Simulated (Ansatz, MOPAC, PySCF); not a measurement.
CH5Al (SMILES [CH3][AlH2]) and H2O (SMILES O) are pulled apart as rigid monomers along the line of their centres of mass, from the B3LYP-D3(BJ)/def2-TZVP minimum. Starting geometry (charge 0, multiplicity 1):
```csv
atom,x (Å),y (Å),z (Å)
C,-0.1778,0.9168,-0.6125
Al,-0.3298,-0.3736,0.8603
H,0.8623,1.0922,-0.9021
H,-0.6980,0.5558,-1.5058
H,-0.6195,1.8852,-0.3600
H,0.5849,-1.6861,0.8291
H,-1.7143,-0.4692,1.6567
O,0.6961,0.5133,2.4045
H,1.4304,-0.0436,2.6950
H,0.1181,0.6562,3.1656
```

Interaction energies with rigid monomers; basis-set methods are counterpoise corrected unless marked otherwise.

Rows in 3-21G, 6-31G* carry no dispersion term and start afresh at each structure (6-31G* with six Cartesian d functions). MP2/6-31G* freezes PySCF's default core. The state that AM1 reach isn't checked.

Codes used: Ansatz (a first-principles code); MOPAC for AM1 (differences of heats of formation); PySCF for 3-21G rows, 6-31G* rows. Values without a source in brackets are computed.

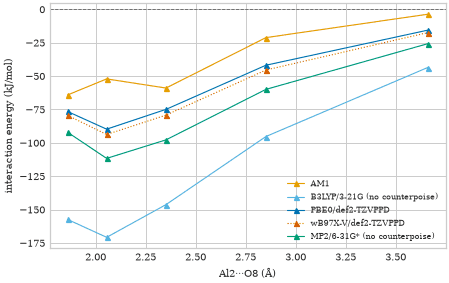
Interaction energy against separation

Which level binds most strongly at Al2···O8 = 2.06, and by how much?

B3LYP/3-21G (no counterpoise), -171 kJ/mol.
